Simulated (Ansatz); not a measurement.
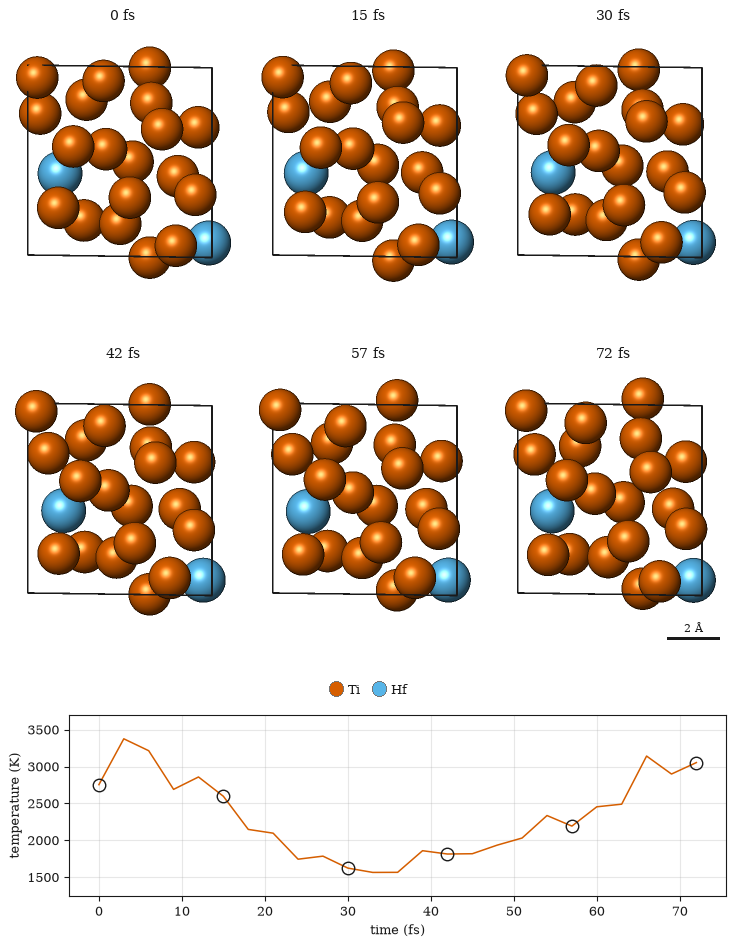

Molecular dynamics of an amorphous cell of composition HfTi₉ (20 atoms in the cell), 72 fs long. Frames and the history of the run. The picture is a spheres-only view of the simulation cell, seen along the a axis.

The calculation used DFT PBE, scalar-relativistic, plane waves, PAW in Ansatz. Set-up: plane-wave cutoff 320 eV; k-point mesh 1 × 1 × 1; Fermi-Dirac smearing 0.25 eV; volume 1.05 times that of the relaxed crystal; set temperature 2900 K; time step 3 fs.

Input file:
```yaml
crystal:
  lattice:
    - [7.212305, 0.373017, 0.232064]
    - [0.373017, 7.203418, -0.033506]
    - [0.232064, -0.033506, 7.411684]
  atoms:
    - { symbol: Ti, position: [0.5500200932, 0.4245137803, 0.5629630709] }
    - { symbol: Ti, position: [0.8197779195, 0.7288849278, 0.6727365673] }
    - { symbol: Ti, position: [0.0638961189, 0.6624934111, 0.9952492077] }
    - { symbol: Ti, position: [0.7463516903, 0.4108458414, 0.9221499883] }
    - { symbol: Ti, position: [0.9861835229, 0.9094385947, 0.3292837621] }
    - { symbol: Ti, position: [0.921299169, 0.050668366, 0.9353444128] }
    - { symbol: Ti, position: [0.5678595988, 0.0666145089, 0.7457985016] }
    - { symbol: Ti, position: [0.4946015437, 0.8150656393, 0.4259526183] }
    - { symbol: Ti, position: [0.4089750318, 0.5013957928, 0.1714684986] }
    - { symbol: Ti, position: [0.05308745, 0.304395717, 0.1858859059] }
    - { symbol: Ti, position: [0.223706778, 0.3190793801, 0.8226670628] }
    - { symbol: Ti, position: [0.6761877134, 0.8037648839, 0.0596743703] }
    - { symbol: Ti, position: [0.1733510387, 0.9254818799, 0.6851597017] }
    - { symbol: Ti, position: [0.8021894907, 0.5540615297, 0.3096844024] }
    - { symbol: Ti, position: [0.4282045472, 0.6707009836, 0.8095900739] }
    - { symbol: Ti, position: [0.6648945986, 0.1646259917, 0.2506247823] }
    - { symbol: Ti, position: [0.1624079313, 0.5686050347, 0.4989852233] }
    - { symbol: Ti, position: [0.9092854891, 0.2461452924, 0.5747971863] }
    - { symbol: Hf, position: [0.3162234603, 0.9826534166, 0.076518787] }
    - { symbol: Hf, position: [0.303095307, 0.1745239386, 0.4316003786] }
  symmetry: { detect: false }
basis:
  ecutwfc: 320
kpoints:
  mp_grid: { grid: [1, 1, 1], shift: [0.25, 0.25, 0.25] }
hamiltonian:
  xc: pbe
scf:
  occupations: { method: fermi_dirac, width: 0.2499 }
  lower_state_search: "off"
  convergence: { dr2_threshold: 1.0e-06 }
output:
  forces: true
  stress: true
md:
  timestep: 3.0
  n_steps: 24
  ensemble: nvt_langevin
  friction: 0.03
  temperature: 2900.0
  initial_velocities: maxwell_boltzmann
  seed: 41261
```

Command:
```bash
ansatz run input.yaml --threads 2 --pin off --max-ram 5120MiB --backend cpu --events-out ev --progress --plain --runs-dir out
```

Describe the run.

Answer. In the second half of the run the atoms are, in the root-mean-square, this far from where they began (common drift taken out): Ti 0.32 Å, Hf 0.29 Å. The run lasts only 72 fs, too short to tell vibration from diffusion. Over the second half the temperature averages 2277 K (spread ±489 K). The potential energy is still drifting at the end, so the run hasn't reached equilibrium. The potential energy in the second half lies on average 179 meV per atom above the first frame. The mean pressure there is 1.6 GPa.

Limits of the set-up: the k-point mesh is coarse for a cell with partly filled bands; the cutoff lies below the recommended one; the periodic images lie only 7.2 Å apart, so the values are limited by the cell's size.

The run took 2.2 min on 2 threads of Intel(R) Xeon(R) Platinum 8175M CPU @ 2.50GHz (Skylake/Cascade Lake), with other jobs on the host, peak memory 0.69 GiB.
